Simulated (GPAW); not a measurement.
Consider Al2Cu (I4/mmm).

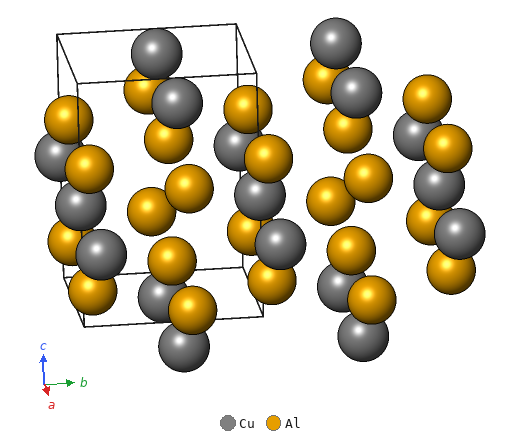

The structure (copper grey, aluminium orange). 2×2×1 conventional cells are drawn. Some periodic images of atoms are drawn too.

```xyz
3
Lattice="-2.0303 2.0303 2.8511 2.0303 -2.0303 2.8511 2.0303 2.0303 -2.8511" Properties=species:S:1:pos:R:3 pbc="T T T"
Cu    0.0000    0.0000    2.8511
Al    2.0303    0.0000    1.4255
Al    0.0000    2.0303    1.4255
```

Absorber: atom 1, with 8 Al at 2.48 Å (cubic, site symmetry 4/mmm). Method: GPAW, LDA, excited-electron core hole (neutral cell), 12-atom cell with 5.7 Å between holes, 5×5×5 k points, dipole transitions, Gaussian full width 1.55 eV up to 4 eV, rising linearly to 3.5 eV at 25 eV.

**Question.** Predict the near-edge structure at the Cu K edge.

Main maxima up to 29 eV above the zero (height): 0.8 eV (0.55), 9.4 eV (1.19), 17.8 eV (1.49) and 26.6 eV (1.99). A K edge sees empty p states on the absorber. The total-energy difference is 8992.32 eV. One term is added: -29.79 eV, since the hole is spin-paired here and a spin-polarised one costs that much less in the free atom (computed apart). The photon energy is then 8962.52 eV. The tabulated edge of the element is 8979 eV. The functional leaves an error in such absolute values: in the free atom LDA prices this hole 18.3 eV below PBE (computed apart), and PBE is itself good to a few eV.

The Cu K spectrum (energy from the lowest empty level; intensity scaled to a mean of 1 over the first 20 eV; polarised curves are means over the symmetry-equivalent atoms):

| E (eV) | isotropic | ε ⊥ c | ε ∥ c |
| --- | --- | --- | --- |
| -2.0 | 0.00 | 0.00 | 0.00 |
| -0.5 | 0.14 | 0.12 | 0.18 |
| 1.0 | 0.55 | 0.53 | 0.58 |
| 2.5 | 0.44 | 0.45 | 0.42 |
| 4.0 | 0.63 | 0.64 | 0.62 |
| 5.5 | 0.78 | 0.78 | 0.80 |
| 7.0 | 0.96 | 0.97 | 0.93 |
| 8.5 | 1.14 | 1.13 | 1.17 |
| 10.0 | 1.16 | 1.17 | 1.15 |
| 11.5 | 1.04 | 1.03 | 1.06 |
| 13.0 | 1.01 | 1.02 | 1.00 |
| 14.5 | 1.11 | 1.10 | 1.13 |
| 16.0 | 1.32 | 1.32 | 1.32 |
| 17.5 | 1.48 | 1.49 | 1.48 |
| 19.0 | 1.44 | 1.44 | 1.45 |
| 20.5 | 1.40 | 1.41 | 1.38 |
| 22.0 | 1.49 | 1.49 | 1.48 |
| 23.5 | 1.53 | 1.53 | 1.53 |
| 25.0 | 1.75 | 1.76 | 1.74 |
| 26.5 | 1.98 | 1.98 | 1.99 |
| 28.0 | 1.80 | 1.79 | 1.81 |
| 29.5 | 1.36 | 1.35 | 1.38 |

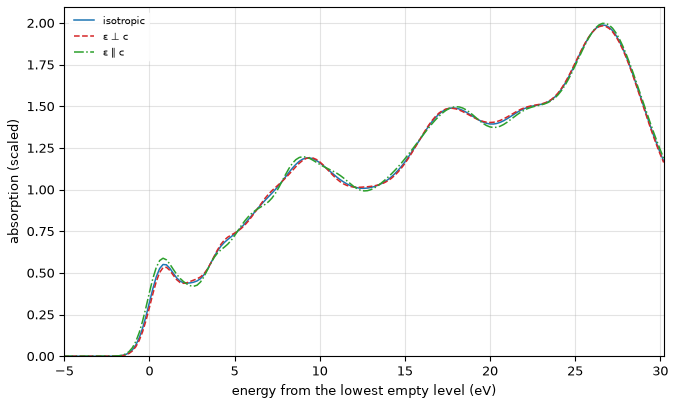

The Cu K edge.

The script folds with a Gaussian, whereas the core hole's own line is a Lorentzian, so the onset is too steep and the first peak too high. The holes are only 5.7 Å apart, so the shape is probably not converged with cell size; no larger cell was run here. Lifetime broadening is put in by hand, and intensities beyond about 20 eV depend on it and on the partial waves. The structure is a computed Materials Project entry and may be a hypothetical form.

[Banner, clock and machine lines of the logs are left out without a mark of their own.]

[Logs are printed without paths, hosts, clocks, repeated set-up lines and the standing remarks that a program may print on its own settings, such as how far it seeks lower states.]

[Hosts, paths, dates, database ids (printed as entryN), source tags and the programs' standing remarks are cut or masked in the printed files.]

[Lists of maxima count a maximum above −3 eV only where it reaches 4 % of the highest in the window and stands out from its surroundings by 2 % of it (1.5 % where it reaches 55 %); shoulders and weaker maxima are passed over, and of the rest the first, up to two pre-edge ones and the few strongest are named.]
